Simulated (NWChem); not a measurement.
**One shape, several levels: CH5AlClN (SMILES C[NH][AlH][Cl])**

We compute a comparison of 4 runs (HF/STO-3G, HF/3-21G, B3LYP/6-31G*) of CH5AlClN. 

The results are computed with NWChem 7.3.0.

### 1 The system as given

The species is CH5AlClN (9 atoms), meant as a singlet with charge 0. SMILES: `C[NH][AlH][Cl]`. The coordinates come from a PBE0-D4/def2-TZVP relaxation. This is one conformer, not always the lowest.

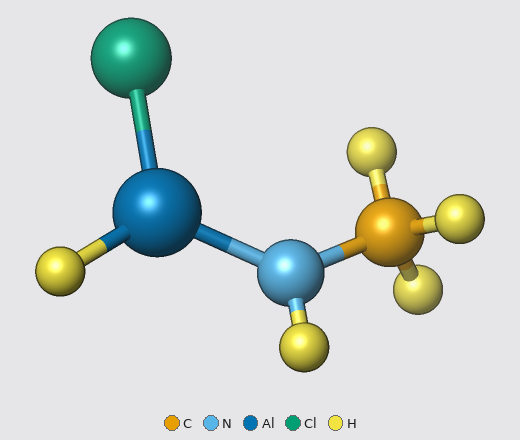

Viewed from a chosen angle; carbon amber, nitrogen blue, aluminium blue, chlorine teal, hydrogen yellow.

### 2 Energy and gradient at HF/STO-3G (run 1)

File run.py:

```python
from ase import Atoms
from ase.calculators.nwchem import NWChem

atoms = Atoms('CNAlClHHHHH', positions=[
    [0.028900, 0.778500, -1.025000],
    [0.123600, -0.496400, -0.343900],
    [-0.042100, -0.867100, 1.366100],
    [-0.436800, 0.728800, 2.673300],
    [0.959000, 1.039800, -1.542200],
    [-0.780900, 0.792500, -1.763200],
    [-0.175600, 1.570200, -0.301800],
    [0.313300, -1.255600, -0.982100],
    [0.099100, -2.337000, 1.901900],
])

calc = NWChem(
    label='geom',
    theory='scf',
    memory='2200 mb',
    basis='STO-3G',
    basispar='spherical bse',
    scf={'nopen': '0', 'rhf': None, 'thresh': '1e-08', 'maxiter': '80'},
)
atoms.calc = calc

forces = atoms.get_forces()
print(f"energy = {atoms.get_potential_energy():.6f} eV")
print("forces (eV/A):")
for s, f in zip(atoms.symbols, forces):
    print(f"{s:2s} {f[0]:10.5f} {f[1]:10.5f} {f[2]:10.5f}")
print("dipole (e A):", atoms.get_dipole_moment().round(4))
```

The run is started by

```console
$ export ASE_NWCHEM_COMMAND="nwchem PREFIX.nwi > PREFIX.nwo"
$ python run.py
```

The program printed:

```text
energy = -21436.508261 eV
forces (eV/A):
C    -0.04654    0.57989   -0.29799
N    -0.22029   -0.66052    2.46564
Al    0.27069   -1.51505   -0.42655
Cl    0.11380   -0.43770   -0.40176
H    -0.11848    0.03517   -0.02859
H     0.10845    0.06711   -0.00021
H     0.01332   -0.02540   -0.07101
H     0.10670   -0.31182   -0.48841
H    -0.22765    2.26843   -0.75122
dipole (e A): [ 0.1289 -0.5004 -0.4502]
```

The calculator wrote geom.nwi:

```
title "geom"

permanent_dir geom

scratch_dir geom

start geom

geometry units angstrom nocenter noautosym noautoz
  C  2.8899999999999999e-02 7.7849999999999997e-01 -1.0249999999999999e+00
  N  1.2360000000000000e-01 -4.9640000000000001e-01 -3.4389999999999998e-01
  Al -4.2099999999999999e-02 -8.6709999999999998e-01 1.3661000000000001e+00
  Cl -4.3680000000000002e-01 7.2880000000000000e-01 2.6732999999999998e+00
  H  9.5899999999999996e-01 1.0398000000000001e+00 -1.5422000000000000e+00
  H  -7.8090000000000004e-01 7.9249999999999998e-01 -1.7632000000000001e+00
  H  -1.7560000000000001e-01 1.5702000000000000e+00 -3.0180000000000001e-01
  H  3.1330000000000002e-01 -1.2556000000000000e+00 -9.8209999999999997e-01
  H  9.9099999999999994e-02 -2.3370000000000002e+00 1.9018999999999999e+00
end

memory 2200 mb

basis spherical bse noprint
   * library STO-3G
end

scf
  nopen 0
  rhf
  thresh 1e-08
  maxiter 80
end

task scf gradient
```

geom.nwo (excerpt; [...] marks lines left out):

```text
[...]
      One-electron energy =  -1481.088138182395
[... 1 line left out ...]
 Nuclear repulsion energy =    194.637932194179
[... 41 lines left out ...]
                       ROHF Final Molecular Orbital Analysis
[... 191 lines left out ...]
     1   1 0 0      0.243606      0.000000    -12.319880
[...]
  wavefunction    =   RHF
                         RHF ENERGY GRADIENTS
    atom               coordinates                        gradient
                 x          y          z           x          y          z
   1 C       0.054613   1.471152  -1.936969    0.000905  -0.011277   0.005795
   2 N       0.233570  -0.938060  -0.649877    0.004284   0.012845  -0.047949
   3 Al     -0.079557  -1.638581   2.581555   -0.005264   0.029463   0.008295
[... 5 lines of this table left out ...]
   9 H       0.187272  -4.416290   3.594070    0.004427  -0.044114   0.014609
[...]
```

It took 3.3 s on 1 thread of AMD EPYC 9R14 (Zen 4), shared host; peak memory 0.099 GiB.

### 3 Energy and gradient at HF/3-21G (run 2)

File input.xyz:

```xyz
9
CH5AlClN hf
C      0.028900     0.778500    -1.025000
N      0.123600    -0.496400    -0.343900
Al    -0.042100    -0.867100     1.366100
Cl    -0.436800     0.728800     2.673300
H      0.959000     1.039800    -1.542200
H     -0.780900     0.792500    -1.763200
H     -0.175600     1.570200    -0.301800
H      0.313300    -1.255600    -0.982100
H      0.099100    -2.337000     1.901900
```

File run.py:

```python
from ase.io import read
from ase.calculators.nwchem import NWChem

system = read('input.xyz')

calc = NWChem(
    label='input',
    theory='scf',
    memory='2200 mb',
    basis='3-21G',
    basispar='spherical bse',
    scf={'nopen': '0', 'rhf': None, 'thresh': '1e-08', 'maxiter': '80'},
)
system.calc = calc

forces = system.get_forces()
print("Total energy (eV):", round(system.get_potential_energy(), 6))
print("forces (eV/A):")
for s, f in zip(system.symbols, forces):
    print(f"{s:2s} {f[0]:10.5f} {f[1]:10.5f} {f[2]:10.5f}")
print("dipole (e A):", system.get_dipole_moment().round(4))
```

The run is started by

```console
$ export ASE_NWCHEM_COMMAND="nwchem PREFIX.nwi > PREFIX.nwo"
$ python run.py
```

The program printed:

```text
Total energy (eV): -21570.181265
forces (eV/A):
C    -0.08181    1.02530   -0.51499
N     0.09642   -0.80229    0.14192
Al    0.32303   -1.30483   -1.07061
Cl   -0.33316    1.33229    1.12038
H    -0.26889   -0.08582    0.14079
H     0.23983   -0.01388    0.20497
H     0.05986   -0.20528   -0.23706
H    -0.03867    0.17340    0.10896
H     0.00339   -0.11894    0.10567
dipole (e A): [ 0.1292 -0.353  -0.6174]
```

The calculator wrote input.nwi:

```
title "input"

permanent_dir input

scratch_dir input

start input

geometry units angstrom nocenter noautosym noautoz
  C  2.8899999999999999e-02 7.7849999999999997e-01 -1.0249999999999999e+00
  N  1.2360000000000000e-01 -4.9640000000000001e-01 -3.4389999999999998e-01
  Al -4.2099999999999999e-02 -8.6709999999999998e-01 1.3661000000000001e+00
  Cl -4.3680000000000002e-01 7.2880000000000000e-01 2.6732999999999998e+00
  H  9.5899999999999996e-01 1.0398000000000001e+00 -1.5422000000000000e+00
  H  -7.8090000000000004e-01 7.9249999999999998e-01 -1.7632000000000001e+00
  H  -1.7560000000000001e-01 1.5702000000000000e+00 -3.0180000000000001e-01
  H  3.1330000000000002e-01 -1.2556000000000000e+00 -9.8209999999999997e-01
  H  9.9099999999999994e-02 -2.3370000000000002e+00 1.9018999999999999e+00
end

memory 2200 mb

basis spherical bse noprint
   * library 3-21G
end

scf
  nopen 0
  rhf
  thresh 1e-08
  maxiter 80
end

task scf gradient
```

input.nwo (excerpt; [...] marks lines left out):

```text
[...]
      One-electron energy =  -1483.778474087569
[... 1 line left out ...]
 Nuclear repulsion energy =    194.637932194179
[... 42 lines left out ...]
                       ROHF Final Molecular Orbital Analysis
[... 226 lines left out ...]
     1   1 0 0      0.244233      0.000000    -12.319880
[...]
  wavefunction    =   RHF
                         RHF ENERGY GRADIENTS
    atom               coordinates                        gradient
                 x          y          z           x          y          z
   1 C       0.054613   1.471152  -1.936969    0.001591  -0.019939   0.010015
   2 N       0.233570  -0.938060  -0.649877   -0.001875   0.015602  -0.002760
   3 Al     -0.079557  -1.638581   2.581555   -0.006282   0.025375   0.020820
[... 5 lines of this table left out ...]
   9 H       0.187272  -4.416290   3.594070   -0.000066   0.002313  -0.002055
[...]
```

Wall time 3.6 s (1 thread of AMD EPYC 9R14 (Zen 4), shared host); peak memory 0.1 GiB.

Run 3 isn't shown in full; the table further down has it.

### 4 Energy and forces at B3LYP/6-31G(d) (Cartesian functions) (run 4)

File test.xyz:

```xyz
9

C      0.028900     0.778500    -1.025000
N      0.123600    -0.496400    -0.343900
Al    -0.042100    -0.867100     1.366100
Cl    -0.436800     0.728800     2.673300
H      0.959000     1.039800    -1.542200
H     -0.780900     0.792500    -1.763200
H     -0.175600     1.570200    -0.301800
H      0.313300    -1.255600    -0.982100
H      0.099100    -2.337000     1.901900
```

File test.nw:

```
echo
start test
memory 2200 mb
charge 0

geometry units angstroms noautosym nocenter noautoz
load test.xyz
end

basis
* library 6-31G*
end

dft
xc b3lyp
grid xfine
convergence energy 1e-08
iterations 100
mulliken
end

task dft gradient
```

The run is started by

```console
$ nwchem test.nw > test.out
```

The program printed:

```text
[...]
          Wavefunction type:  closed shell.
          No. of atoms     :     9
          No. of electrons :    48
[...]
          Charge           :     0
          Spin multiplicity:     1
[...]
          AO basis - number of functions:    78
[...]
              XC Information
              --------------
                         B3LYP Method XC Potential
                     Hartree-Fock (Exact) Exchange  0.200
                        Slater Exchange Functional  0.800 local
                    Becke 1988 Exchange Functional  0.720 non-local
              Lee-Yang-Parr Correlation Functional  0.810
                  VWN I RPA Correlation Functional  0.190 local
[...]
 d= 0,ls=0.0,diis     1   -798.5337989594 -9.93D+02  1.37D-02  6.17D-01     2.8
[...]
 d= 0,ls=0.0,diis    10   -798.5911594073 -1.25D-09  2.20D-07  5.26D-10    22.6
         Total DFT energy =     -798.591159407274
      One electron energy =    -1489.083306537632
           Coulomb energy =      557.075665966360
    Exchange-Corr. energy =      -61.221451030182
 Nuclear repulsion energy =      194.637932194179
[...]
      Total Density - Mulliken Population Analysis
     ---------------------------------------------
    Atom       Charge   Shell Charges
 -----------   ------   -------------------------------------------------------
    1 C    6     6.29   1.99  0.68  2.11  0.58  0.89  0.04
    2 N    7     7.68   1.99  0.77  2.52  0.81  1.57  0.02
    3 Al  13    12.45   2.00  1.99  5.96  0.88  1.20  0.10  0.17  0.15
    4 Cl  17    17.29   2.00  1.99  5.97  1.45  3.65  0.55  1.72 -0.04
    5 H    1     0.85   0.53  0.32
    6 H    1     0.85   0.53  0.32
    7 H    1     0.83   0.53  0.30
    8 H    1     0.68   0.51  0.17
    9 H    1     1.08   0.49  0.59
[...]
  wavefunction    = closed shell
                         DFT ENERGY GRADIENTS
    atom               coordinates                        gradient
                 x          y          z           x          y          z
   1 C       0.054613   1.471152  -1.936969    0.000449  -0.005228   0.002516
   2 N       0.233570  -0.938060  -0.649877   -0.000190   0.000726   0.000630
   3 Al     -0.079557  -1.638581   2.581555   -0.000438   0.006084  -0.003378
   4 Cl     -0.825432   1.377232   5.051804    0.001246  -0.004727  -0.004483
   5 H       1.812247   1.964937  -2.914335   -0.001950  -0.000531   0.001306
   6 H      -1.475687   1.497608  -3.331965    0.001624  -0.000017   0.001767
   7 H      -0.331836   2.967248  -0.570319    0.000286  -0.001147  -0.001036
   8 H       0.592051  -2.372740  -1.855900   -0.000961   0.004084   0.002981
   9 H       0.187272  -4.416290   3.594070   -0.000068   0.000755  -0.000302
[...]
```

It took 32 s on 1 thread of AMD EPYC 9R14 (Zen 4), shared host; peak memory 0.14 GiB.

### 5 Overview of the runs

```tsv
run	level	iteration cap	module	energy (Eh)	dipole moment (D)	HOMO energy (eV)	LUMO energy (eV)	wall time
1	HF/STO-3G	80	scf	-787.777155	3.29	-7.89	8.77	3.3 s
2	HF/3-21G	80	scf	-792.689547	3.47	-10.22	2.23	3.6 s
3	B3LYP/6-31G* (spherical functions)	100	dft	-798.584549	2.63	–	–	28 s
4	B3LYP/6-31G* (Cartesian functions)	100	dft	-798.591159	2.63	-6.70	-0.54	32 s
```

### 6 What came out

| quantity | value |
| --- | --- |
| run 4: total energy | -798.59116 Eh |
| run 4: dipole moment | 2.63 D |
| run 4: HOMO energy | -6.70 eV |
| run 4: LUMO energy | -0.54 eV |
| run 4: HOMO–LUMO gap | 6.16 eV |
| run 4: largest force on an atom | 0.359 eV/Å |

**Reading.** The dipole moment (its size) runs from 2.63 D (B3LYP/6-31G*) to 3.47 D (HF/3-21G). The two ends differ in method and basis. Over runs 1, 2, 4 the HOMO–LUMO gap runs from 6.16 eV (B3LYP/6-31G*) to 16.66 eV (HF/STO-3G). In run 1 the basis is minimal, so the values are rough. All runs together took 66 s, the longest 32 s.
